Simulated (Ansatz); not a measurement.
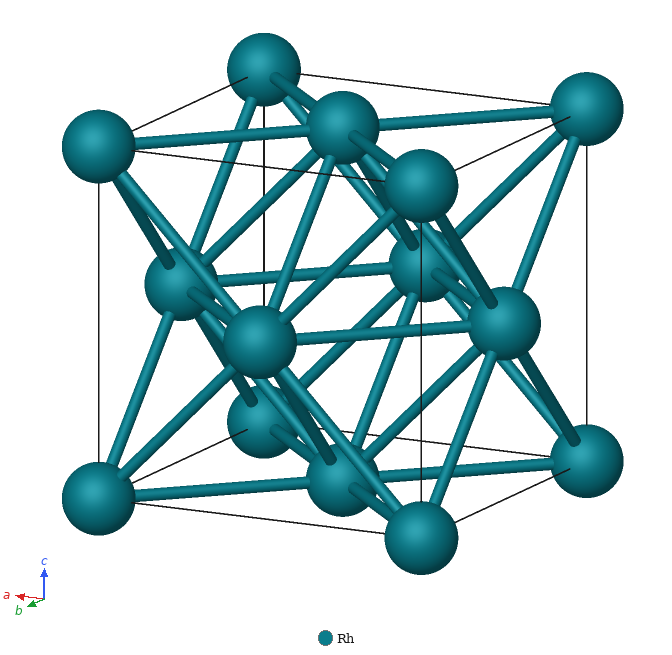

We look at a ball-and-stick model of the crystal from a general direction. The wireframe shows the conventional unit cell. Cell: a = 3.806 Å, b = 3.806 Å, c = 3.806 Å, α = 90.00°, β = 90.00°, γ = 90.00°.

What can be read from this drawing?

The element is rhodium. It is face-centred cubic, space group Fm-3m (No. 225). It adopts the structure known as face-centred cubic (Cu type). The cell holds four atoms. Each Rh has twelve Rh in a cuboctahedral arrangement at about 2.7 Å. The bonds build a three-dimensional framework.

Origin of the cell: a structure listed in the Materials Project. Earlier steps of the study may have refined or changed the cell and positions. It was the input of a calculation with Ansatz.

At this level of theory the cell isn't at rest (compressed, at 6 GPa), so its distances can differ from those at equilibrium, the more so the softer the solid.
